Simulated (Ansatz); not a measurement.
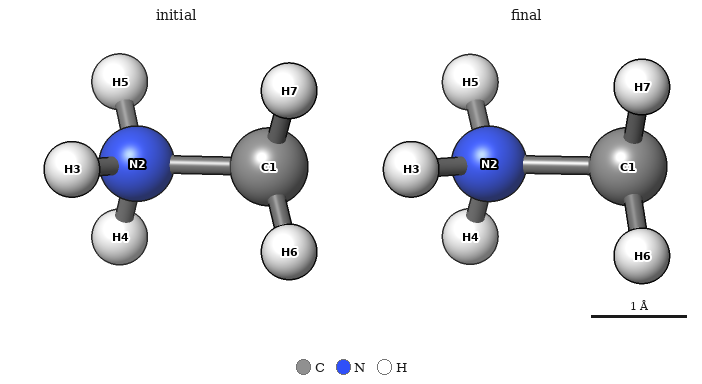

The structure of CH5N before (left) and after (right) a relaxation, at one scale.

The picture is a ball-and-stick view, seen at a tilt.

It is one of the separated reactants of a reaction.

Level of theory: RKS PBE-D4/def2-SVP (Ansatz).

Input file:
```yaml
crystal:
  periodic: [false, false, false]
  atoms:
    - {symbol: C, position_ang: [0.801602, 0.390940, 0.170483]}
    - {symbol: N, position_ang: [-0.473792, -0.138414, -0.281476]}
    - {symbol: H, position_ang: [-0.947392, -0.757887, 0.376062]}
    - {symbol: H, position_ang: [-0.336880, -0.654105, -1.150796]}
    - {symbol: H, position_ang: [-1.105713, 0.634461, -0.490614]}
    - {symbol: H, position_ang: [1.478758, -0.396342, 0.383193]}
    - {symbol: H, position_ang: [0.680857, 0.940785, 1.068643]}
basis:
  gaussian: {orbitals: def2-SVP}
hamiltonian: {xc: pbe, dispersion: d4}
relax: {f_tol: 0.03, max_steps: 250}
```

Launched with:
```bash
ansatz run in.yaml --threads 2 --pin off --events-out ev --progress --plain --max-ram 4352MiB
```

> What changed between the two?

After 4 geometry steps the energy has fallen by 28.1 kJ/mol. The largest force component goes from 1.8 to 0.014 eV/Å. The atom that moves furthest after the best rigid fit is H3 (0.12 Å). By element the largest moves are H 0.12 Å, C 0.10 Å, N 0.03 Å. Some distances before and after: N2–H3 1.020 → 1.092 Å, C1–H6 1.060 → 1.114 Å, C1–N2 1.453 → 1.504 Å, N2–H4 1.020 → 1.031 Å. Among the angles between lasting bonds that change: C1–N2–H3 115.4° → 125.3°, N2–C1–H6 110.6° → 105.2°, H3–N2–H4 107.7° → 103.9°. Cost: 3.5 s on 2 threads of Arm Neoverse V1 (shared host).
